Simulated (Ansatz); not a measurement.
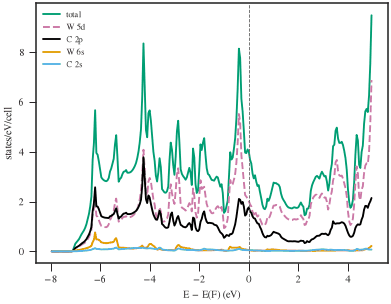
Figure. Total and projected density of states of WC in space group Pm-3m (No. 221; W on 3c, C on 3d), r²SCAN (plane waves, PAW; program Ansatz)

Task: Which orbitals carry the states next to the Fermi level?

Result: Within 0.5 eV of the Fermi level: W 5d 59 %, C 2p 36 %. Projections are on Löwdin-orthogonalised atomic valence shells; empty p or d shells of many metals are not among them.

Task: Where is the tallest occupied peak in this window, and what makes it?

Result: Near -4.2 eV, about 8.3 states/eV per cell; the largest projected share is W 5d.

The start of the workflow was typed in or built on a structure type; neither database checked (COD, Materials Project) lists it. It is not the phase usual at ambient conditions (space group No. 187). The r²SCAN relaxation kept the symmetry of its start; whether a distortion lowers the energy is not shown. No spin polarisation was allowed. Its formation energy is positive at this level, so the cell may be metastable or incomplete. Spin–orbit coupling is left out wherever it is not named.

Potentials: the earlier of the program's two PAW sets.
